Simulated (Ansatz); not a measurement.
Input

```
crystal:
  periodic: [false, false, false]
  atoms:
    - {symbol: Al, position_ang: [2.031022, 0.278703, 0.401674]}
    - {symbol: Al, position_ang: [-0.672478, 1.338152, 1.456441]}
    - {symbol: Al, position_ang: [-0.293518, -0.349321, -0.401441]}
    - {symbol: H, position_ang: [-1.065027, -1.267534, -1.456664]}
basis:
  gaussian: {orbitals: def2-TZVP, initial_orbitals: start.molden}
magnetization: {spin_polarized: true, initial_magnetization: 4}
hamiltonian: {xc: pbe0, dispersion: d4}
output: {orbitals: {seedname: orbitals}}
```

Command:

```sh
ansatz run in.yaml --threads 4 --pin off --events-out ev --progress --plain --max-ram 3916MiB
```

Geometry: PBE-D4/def2-TZVP.

The calculation used UKS PBE0-D4/def2-TZVP (Ansatz 0.2.0).

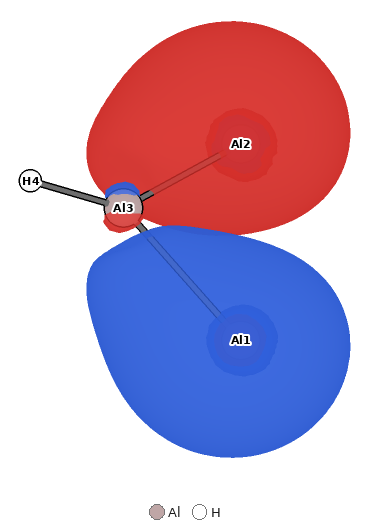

Al₃H (quintet). The HOMO (β) at ±0.08 Å⁻³ᐟ² (blue and red are the two phases), seen at a tilt.

Describe this orbital and give its energy.

Answer. By Hirshfeld shares it lies mainly on Al1 (about 40 %), Al2 (about 40 %) and Al3 (about 15 %); it is symmetric in the molecular plane (an in-plane orbital: σ, lone-pair or in-plane π type). Its energy is −7.45 eV.
